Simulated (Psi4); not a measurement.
Geometry relaxation of BF

- system: BF (13768-60-0)
- method: r2SCAN/pcseg-1, RKS, dispersion D4 (Psi4 1.11)

The geometry comes from this level: GFN2-xTB.

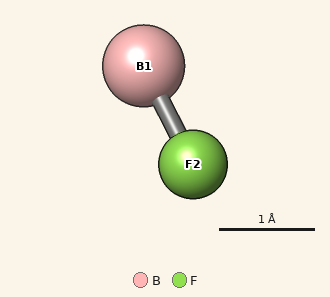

**Figure 1.** The structure as given in the input (ball-and-stick view, seen at an oblique angle; atoms are numbered from 1 in the order of the input). Bond lengths as drawn: B–F 1.24 Å.

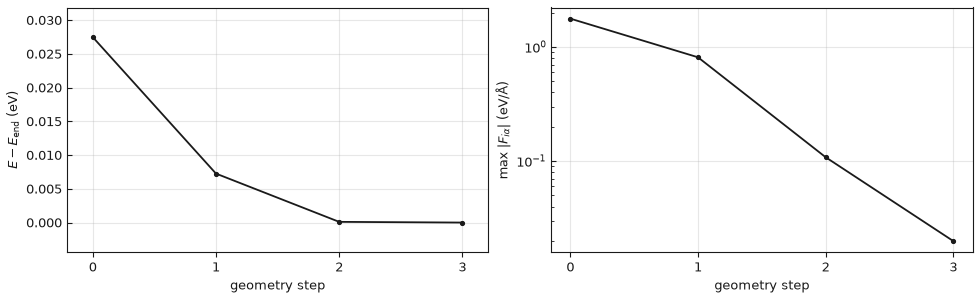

**Figure 2.** Progress of the relaxation, step by step (steps are counted from 0).

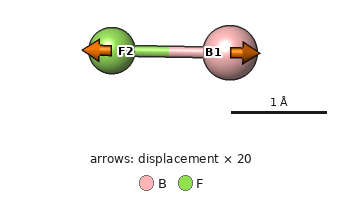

**Figure 3.** The starting structure with the displacements as orange arrows, magnified 20 times (ball-and-stick view, seen at a tilt). The two geometries are laid on each other by the best rigid fit. The energy falls by 0.027 eV in 3 geometry steps. Largest force component: 1.8 eV/Å at the start, 0.02 eV/Å at the end. The largest moves after the best rigid fit, 0.016 Å, are those of B1 and F2. Largest moves by element: B 0.016 Å, F 0.016 Å. Distances before and after: B1–F2 1.244 → 1.277 Å. (Atoms are counted from 1 in the order of the input.)

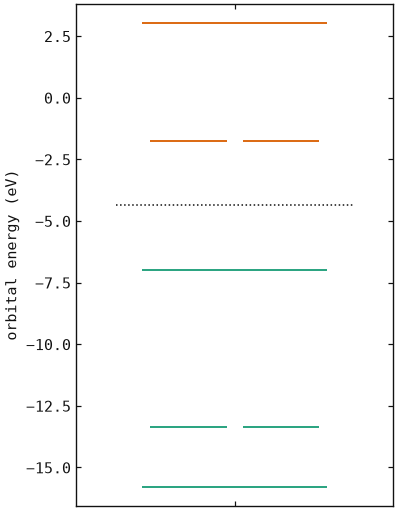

**Figure 4.** Orbital energies near the frontier; the dotted line parts filled from empty levels, and levels within 0.02 eV of each other stand side by side. Highest filled −6.99 eV, lowest empty −1.75 eV, 5.24 eV apart.

The input and output of the run follow.

Input (run.py):
```python
import numpy as np
from ase.calculators.psi4 import Psi4
from ase.io import read
from ase.optimize import LBFGS

mol = read('bf.xyz')
calc = Psi4(atoms=mol, method='r2scan-d4', basis='pcseg-1', memory='1600MB', num_threads=1, charge=0, multiplicity=1, label='calc')
mol.calc = calc

opt = LBFGS(mol)
done = opt.run(fmax=0.05, steps=40)
print('converged:', done)
for s, p in zip(mol.symbols, mol.positions):
    print(f'{s:2s} {p[0]:12.6f} {p[1]:12.6f} {p[2]:12.6f}')
```

File bf.xyz:
```
2
BF
B      0.000000     0.000000     0.000000
F      0.000000     0.000000     1.244390
```

Run as:
```bash
python run.py
```

Log:
```
gradient() will perform analytic gradient computation.

   => Loading Basis Set <=

    Name: PCSEG-1
    Role: ORBITAL
    Keyword: BASIS

   => R2SCAN-D4(BJ,EEQ)ATM: Empirical Dispersion <=

        a1 =       0.515592
        a2 =       5.773429
       alp =      16.000000
        s6 =       1.000000
        s8 =       0.601875
        s9 =       1.000000
        ga =       3.000000
        gc =       2.000000
        wf =       6.000000

         ---------------------------------------------------------
                                   SCF
                              RKS Reference
                        1 Threads,   1525 MiB Core
         ---------------------------------------------------------

  ==> Geometry <==

    Molecular point group: c1
    Full point group: C_inf_v

    Geometry (in Angstrom), charge = 0, multiplicity = 1:

       Center              X                  Y                   Z               Mass
    ------------   -----------------  -----------------  -----------------  -----------------
         B           -0.000000000000    -0.000000000000    -0.808470622118    11.009305360000
         F            0.000000000000     0.000000000000     0.468497266704    18.998403162730

  Running in c1 symmetry.

  Rotational constants: A = ************  B =      1.48317  C =      1.48317 [cm^-1]
  Rotational constants: A = ************  B =  44464.46404  C =  44464.46404 [MHz]
  Nuclear repulsion =   18.648060525706814

  Charge       = 0
  Multiplicity = 1
  Electrons    = 14
  Nalpha       = 7
  Nbeta        = 7

  ==> Algorithm <==

  SCF Algorithm Type is DF.
  DIIS enabled.
  MOM disabled.
  Fractional occupation disabled.
  Guess Type is SAD.
  Energy threshold   = 1.00e-08
  Density threshold  = 1.00e-08
  Integral threshold = 1.00e-12

  ==> Primary Basis <==

  Basis Set: PCSEG-1
    Blend: PCSEG-1
    Number of shells: 12
    Number of basis functions: 28
    Number of Cartesian functions: 30
    Spherical Harmonics?: true
    Max angular momentum: 2

  ==> DFT Potential <==

   => LibXC <=

    Version 7.1.2

   => Composite Functional: R2SCAN-D4BJEEQATM <=

    r2SCAN Meta-GGA XC Functional  (0.1021/acs.jpclett.0c02405)

    Deriv               =              1
    GGA                 =           TRUE
    Meta                =           TRUE

    Exchange Hybrid     =          FALSE
    MP2 Hybrid          =          FALSE

   => Exchange Functionals <=

    1.0000   XC_MGGA_X_R2SCAN

   => Correlation Functionals <=

    1.0000   XC_MGGA_C_R2SCAN

   => LibXC Density Thresholds  <==

    XC_MGGA_C_R2SCAN:  1.00E-15
    XC_MGGA_X_R2SCAN:  1.00E-11

   => Molecular Quadrature <=

    Radial Scheme          =       TREUTLER
    Pruning Scheme         =           NONE
    Nuclear Scheme         =       TREUTLER

    Blocking Scheme        =         OCTREE
    BS radius alpha        =              1
    Pruning alpha          =              1
    Radial Points          =             75
    Spherical Points       =            302
    Total Points           =          43754
    Total Blocks           =            402
    Max Points             =            254
    Max Functions          =             28
    Weights Tolerance      =       1.00E-15

   => Loading Basis Set <=

    Name: (PCSEG-1 AUX)
    Role: JKFIT
    Keyword: DF_BASIS_SCF

  ==> Integral Setup <==

  DFHelper Memory: AOs need 0.001 GiB; user supplied 1.034 GiB.
  SCF_SUBTYPE=INCORE selected. In-core MEM_DF algorithm will be used.
  Using in-core AOs.

  ==> MemDFJK: Density-Fitted J/K Matrices <==

    J tasked:                   Yes
    K tasked:                    No
    wK tasked:                   No
    Memory [MiB]:              1058
    Algorithm:                 Core
    Schwarz Cutoff:           1E-12
    Mask sparsity (%):       0.0000
    Fitting Condition:        1E-10

   => Auxiliary Basis Set <=

  Basis Set: (PCSEG-1 AUX)
    Blend: DEF2-UNIVERSAL-JKFIT
    Number of shells: 50
    Number of basis functions: 152
    Number of Cartesian functions: 182
    Spherical Harmonics?: true
    Max angular momentum: 4

  Cached 100.0% of DFT collocation blocks in 0.084 [GiB].

  Minimum eigenvalue in the overlap matrix is 4.1472938478E-02.
  Reciprocal condition number of the overlap matrix is 1.3887565202E-02.
    Using symmetric orthogonalization.

  ==> Pre-Iterations <==

  SCF Guess: Superposition of Atomic Densities via on-the-fly atomic UHF (no occupation information).

   -------------------------
    Irrep   Nso     Nmo
   -------------------------
     A         28      28
   -------------------------
    Total      28      28
   -------------------------

  ==> Iterations <==

                           Total Energy        Delta E     RMS |[F,P]|

   @DF-RKS iter SAD:  -124.16823940577491   -1.24168e+02   0.00000e+00
   @DF-RKS iter   1:  -124.54025351406814   -3.72014e-01   1.03409e-02 ADIIS/DIIS
   @DF-RKS iter   2:  -124.49851332566054    4.17402e-02   1.67808e-02 ADIIS/DIIS
   @DF-RKS iter   3:  -124.56618251150890   -6.76692e-02   2.21623e-03 ADIIS/DIIS
   @DF-RKS iter   4:  -124.56819779267072   -2.01528e-03   1.29071e-04 ADIIS/DIIS
   @DF-RKS iter   5:  -124.56820212187600   -4.32921e-06   2.26218e-05 DIIS
   @DF-RKS iter   6:  -124.56820230650050   -1.84624e-07   1.28940e-06 DIIS
   @DF-RKS iter   7:  -124.56820230695457   -4.54079e-10   1.13068e-07 DIIS
   @DF-RKS iter   8:  -124.56820230695877   -4.19220e-12   5.10219e-09 DIIS
  Energy and wave function converged.

  ==> Post-Iterations <==

   Electrons on quadrature grid:
      Ntotal   =   14.0000017215 ; deviation = 1.722e-06

    Orbital Energies [Eh]
    ---------------------

    Doubly Occupied:

       1A    -24.564938     2A     -6.740464     3A     -1.263736
       4A     -0.579883     5A     -0.490125     6A     -0.490125
       7A     -0.256881

    Virtual:

       8A     -0.064217     9A     -0.064217    10A      0.110852
      11A      0.283225    12A      0.283225    13A      0.326559
      14A      0.508204    15A      0.982701    16A      1.008943
      17A      1.008943    18A      1.456857    19A      1.456860
      20A      1.481026    21A      1.481026    22A      1.810613
      23A      1.969377    24A      2.388715    25A      2.388717
      26A      2.836651    27A      2.836651    28A      3.503275

    Final Occupation by Irrep:
              A
    DOCC [     7 ]
    NA   [     7 ]
    NB   [     7 ]

  @DF-RKS Final Energy:  -124.56820230695877

   => Energetics <=

    Nuclear Repulsion Energy =             18.6480605257068142
    One-Electron Energy =                -208.3570704434471565
    Two-Electron Energy =                  79.4941760641893183
    DFT Exchange-Correlation Energy =     -14.3532854091557489
    Empirical Dispersion Energy =          -0.0000830442520047
    VV10 Nonlocal Energy =                  0.0000000000000000
    Total Energy =                       -124.5682023069587672

Computation Completed

Properties will be evaluated at   0.000000,   0.000000,   0.000000 [a0]

Properties computed using the SCF density matrix

 Multipole Moments:

 ------------------------------------------------------------------------------------
     Multipole            Electronic (a.u.)      Nuclear  (a.u.)        Total (a.u.)
 ------------------------------------------------------------------------------------

 L = 1.  Multiply by 2.5417464519 to convert [e a0] to [Debye]
 Dipole X            :          0.0000000            0.0000000            0.0000000
 Dipole Y            :         -0.0000000            0.0000000           -0.0000000
 Dipole Z            :          0.0841224            0.3290434            0.4131659
 Magnitude           :                                                    0.4131659

 ------------------------------------------------------------------------------------

	total time  =          1 seconds =       0.02 minutes

         ------------------------------------------------------------
                                   SCF GRAD
         ------------------------------------------------------------

  ==> Geometry <==

    Molecular point group: c1
    Full point group: C_inf_v

    Geometry (in Angstrom), charge = 0, multiplicity = 1:

       Center              X                  Y                   Z               Mass
    ------------   -----------------  -----------------  -----------------  -----------------
         B           -0.000000000000    -0.000000000000    -0.808470622118    11.009305360000
         F            0.000000000000     0.000000000000     0.468497266704    18.998403162730

  Nuclear repulsion =   18.648060525706814

  ==> Basis Set <==

  Basis Set: PCSEG-1
    Blend: PCSEG-1
    Number of shells: 12
    Number of basis functions: 28
    Number of Cartesian functions: 30
    Spherical Harmonics?: true
    Max angular momentum: 2

  ==> DFJKGrad: Density-Fitted SCF Gradients <==

    Gradient:                    1
    J tasked:                  Yes
    K tasked:                   No
    wK tasked:                  No
    Integrals threads:           1
    Memory [MiB]:             1144
    Schwarz Cutoff:          1E-12
    Fitting Condition:       1E-10

   => Auxiliary Basis Set <=

  Basis Set: (PCSEG-1 AUX)
    Blend: DEF2-UNIVERSAL-JKFIT
    Number of shells: 50
    Number of basis functions: 152
    Number of Cartesian functions: 182
    Spherical Harmonics?: true
    Max angular momentum: 4

  ==> DFT Potential <==

   => LibXC <=

    Version 7.1.2

   => Composite Functional: R2SCAN-D4BJEEQATM <=

    r2SCAN Meta-GGA XC Functional  (0.1021/acs.jpclett.0c02405)

    Deriv               =              1
    GGA                 =           TRUE
    Meta                =           TRUE

    Exchange Hybrid     =          FALSE
    MP2 Hybrid          =          FALSE

   => Exchange Functionals <=

    1.0000   XC_MGGA_X_R2SCAN

   => Correlation Functionals <=

    1.0000   XC_MGGA_C_R2SCAN

   => LibXC Density Thresholds  <==

    XC_MGGA_C_R2SCAN:  1.00E-15
    XC_MGGA_X_R2SCAN:  1.00E-11

   => Molecular Quadrature <=

    Radial Scheme          =       TREUTLER
    Pruning Scheme         =           NONE
    Nuclear Scheme         =       TREUTLER

    Blocking Scheme        =         OCTREE
    BS radius alpha        =              1
    Pruning alpha          =              1
    Radial Points          =             75
    Spherical Points       =            302
    Total Points           =          43754
    Total Blocks           =            402
    Max Points             =            254
    Max Functions          =             28
    Weights Tolerance      =       1.00E-15

  -Total Gradient:
     Atom            X                  Y                   Z
    ------   -----------------  -----------------  -----------------
       1        0.000000000000     0.000000000000    -0.000142332123
       2        0.000000000000     0.000000000000    -0.000387199066

	total time  =          0 seconds =       0.00 minutes
```

Standard output:
```
Step     Time          Energy          fmax
LBFGS:    0 18:13:09    -3389.645962        1.767743
LBFGS:    1 18:13:10    -3389.666181        0.810631
LBFGS:    2 18:13:11    -3389.673335        0.108027
LBFGS:    3 18:13:12    -3389.673439        0.019911
converged: True
B     -0.000000     0.000000    -0.015839
F      0.000000     0.000000     1.261129
```

Trajectory as extended XYZ (Å, eV, eV/Å), 4 frames, from step=0 to step=3:
```
2
Properties=species:S:1:pos:R:3:forces:R:3 step=0 energy=-3389.64599
B     0.0000    0.0000    0.0000    0.0000   0.0000  -1.7560
F     0.0000    0.0000    1.2444    0.0000   0.0000   1.7677
2
Properties=species:S:1:pos:R:3:forces:R:3 step=1 energy=-3389.66621
B     0.0000    0.0000   -0.0319    0.0000   0.0000   0.8106
F     0.0000    0.0000    1.2629    0.0000   0.0000  -0.7803
2
Properties=species:S:1:pos:R:3:forces:R:3 step=2 energy=-3389.67336
B     0.0000    0.0000   -0.0220    0.0000   0.0000   0.1080
F     0.0000    0.0000    1.2571    0.0000   0.0000  -0.0802
2
Properties=species:S:1:pos:R:3:forces:R:3 step=3 energy=-3389.67347
B     0.0000    0.0000   -0.0206    0.0000   0.0000   0.0073
F     0.0000    0.0000    1.2563    0.0000   0.0000   0.0199
```

Summary:

| quantity | value |
| --- | --- |
| outcome | converged |
| total energy | −124.568202 hartree |
| dispersion energy | −0.000083 hartree |
| basis functions | 28 |
| HOMO | −6.99 eV |
| LUMO | −1.75 eV |
| dipole moment | 1.05 D |
| hardware | 1 thread of Intel Xeon (Granite Rapids), 192 GiB of memory available, shared host |
| wall time | 6.9 s |
| peak memory | 0.33 GiB |
